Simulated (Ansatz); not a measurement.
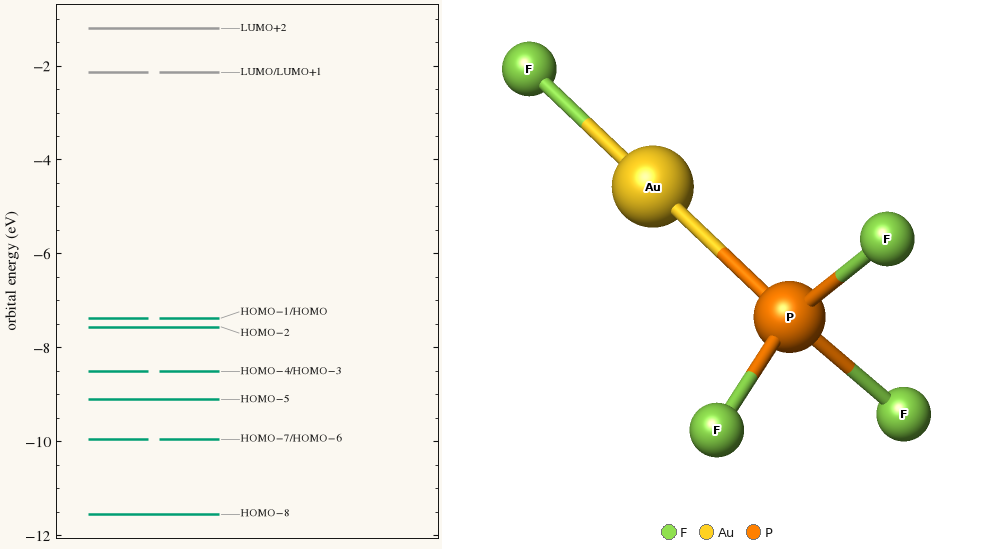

AuPF₄, SMILES [F][Au-][P+](F)(F)F, singlet. Kohn-Sham orbital energies near the frontier, BLYP/def2-TZVPP with the Ansatz code, at a PBE0-D4/def2-TZVP geometry (a minimum by its frequencies), isolated molecule; empty levels in grey, levels within 0.03 eV side by side.

Where do the frontier orbitals lie?

Answer. HOMO at −7.38 eV, LUMO at −2.14 eV, 5.23 eV apart.

Is the HOMO or the LUMO degenerate, or nearly so?

Answer. The HOMO is one of 2 levels that coincide within 0.005 eV and the LUMO is one of 2 levels that coincide within 0.005 eV.

Known limits of this run: core potentials past krypton; spin-orbit coupling is left out, and with Au it can shift these levels and split any degenerate set.
